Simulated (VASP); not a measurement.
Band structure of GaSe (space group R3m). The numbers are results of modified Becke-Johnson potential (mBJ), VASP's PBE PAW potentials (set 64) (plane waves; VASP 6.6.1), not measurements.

mBJ is a potential without an energy functional, so only the levels count. Without a dispersion term in the relaxation, distances and binding between the weakly bound layers, chains or molecules are unreliable, and so is what depends on them.

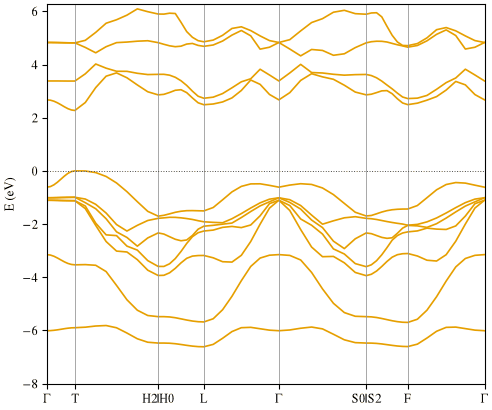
Fig. 1. Bands along high-symmetry lines, zero at the valence-band maximum or, without a gap, the Fermi level

### Question
Read the plot: is there a gap, and where are the band edges?

### Answer
The gap is direct, 2.27 eV, from the valence maximum at T to the conduction minimum at T.

The structure comes from a computed database's GaSe entry (R3m); how it stands against other phases isn't given here. It was relaxed first. The cell's shape comes from a PBE relaxation.
